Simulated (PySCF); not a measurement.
| atom | x (Å) | y (Å) | z (Å) |
| --- | --- | --- | --- |
| C | 3.6692 | 0.2876 | -0.2492 |
| C | 2.4851 | 0.0864 | -0.0899 |
| C | 1.0933 | -0.1566 | 0.0901 |
| N | 0.1262 | 0.7671 | -0.0629 |
| C | -1.0080 | 0.0909 | 0.1320 |
| C | -2.3767 | 0.6866 | 0.0018 |
| F | -3.1705 | -0.1049 | -0.7985 |
| N | -0.8097 | -1.1882 | 0.5076 |
| N | 0.6128 | -1.3622 | 0.4761 |
| H | 4.7188 | 0.4692 | -0.3883 |
| H | -2.2827 | 1.6911 | -0.4381 |
| H | -2.8550 | 0.7688 | 0.9932 |
| H | -0.2029 | -2.0357 | -0.1738 |

Geometry: B3LYP-D3(BJ)/def2-SVP.

Level of theory: PySCF 2.14.0, PBE0/pcSseg-1, SCF density, gas phase, non-relativistic.

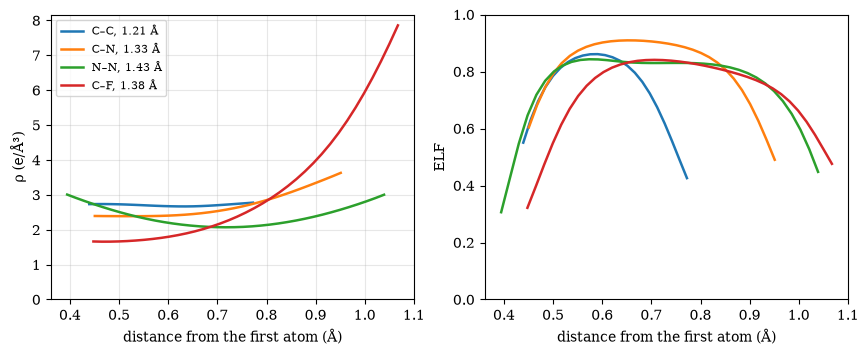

C5H4FN3. Total electron density and ELF along straight lines between neighbouring atoms. The curves leave out the atomic cores.

Q: What kind of bonding do the profiles show?

A: C–C (1.21 Å): ρ at the midpoint is about 2.7 e/Å³; the ELF peaks at about 0.85 between the atoms; a multiple bond.
C–N (1.33 Å): ρ at the midpoint is about 2.5 e/Å³; the ELF peaks at about 0.90 between the atoms; a covalent bond.
N–N (1.43 Å): ρ is about 2.1 e/Å³ halfway; the ELF peaks at about 0.85 between the atoms; a shared electron pair.
C–F (1.38 Å): the density is about 2.1 e/Å³ at the midpoint, with its minimum of 1.7 e/Å³ about 0.5 Å from C; the ELF peaks at about 0.85 between the atoms: a shared but strongly polarised pair.
